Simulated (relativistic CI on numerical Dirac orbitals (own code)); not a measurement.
Run report: Ta⁴⁺, relativistic CI calculation

System: Ta⁴⁺.
Method: Dirac-Coulomb-Breit CI, KLI orbitals optimised for each configuration, model QED (radiative potential, 1s self-energy scaled to tabulated hydrogen-like ionisation energies), valence Slater integrals scaled by 0.65, one configuration in a parametric crystal field (relativistic CI on numerical Dirac orbitals, in-house).

Input file:
```
atom Ta  Z=73  charge=4  electrons=69
nucleus A=181  rms_radius_fm=5.3507
hamiltonian dirac-coulomb  breit=on  qed=on  c_scale=1
orbitals kli  potential=per-configuration
slater_scale 0.65
correlation none
mixing on
configurations
  [Xe] 4f14 5d
end
crystal_field Oh 10Dq=49300
```

The program writes its results to a structured record and prints no log; tables and figures of this report are taken from that record.

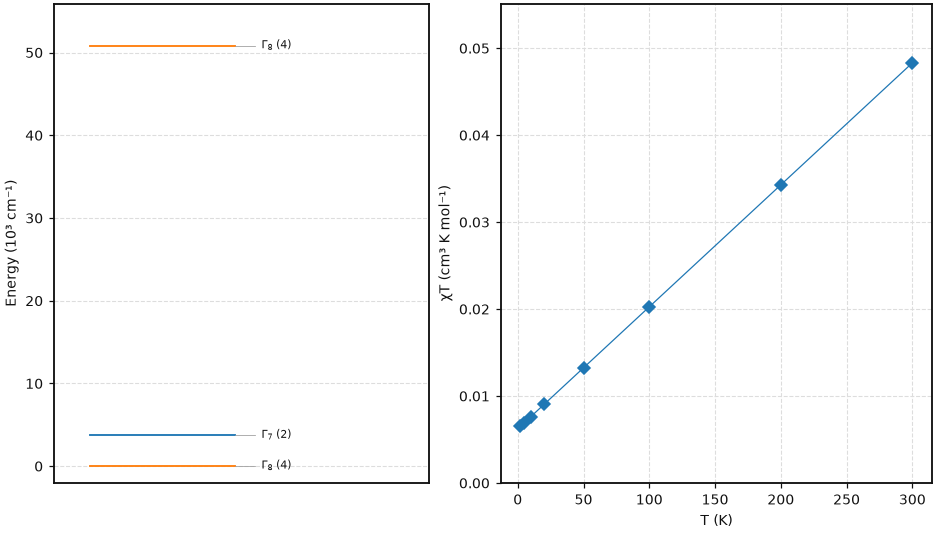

**Figure 1.** Crystal-field levels of Ta⁴⁺ (5d) in a cubic field. Labels give the double-group representation and, in brackets, the degeneracy; the lowest 3 of 3 levels are drawn. One open-shell configuration in a parametric field without covalency; powder susceptibility by Van Vleck's formula. Octahedral, |10Dq| = 49,300 cm⁻¹. The ground level is Γ₈, a quartet, with total spin S = 0.50 (from expectation values). The next level lies at 3,710 cm⁻¹ (Γ₇). The field lowers the ground state by 17,500 cm⁻¹ against the free ion. χT is 0.00651 cm³ K mol⁻¹ at 2 K, 0.0132 at 50 K and 0.0483 at 300 K, an effective moment of 0.62 μB at room temperature.

Results in brief:

```
       quantity                      value
        outcome                  converged
levels computed                          3
       hardware  1 CPU thread, shared host
```
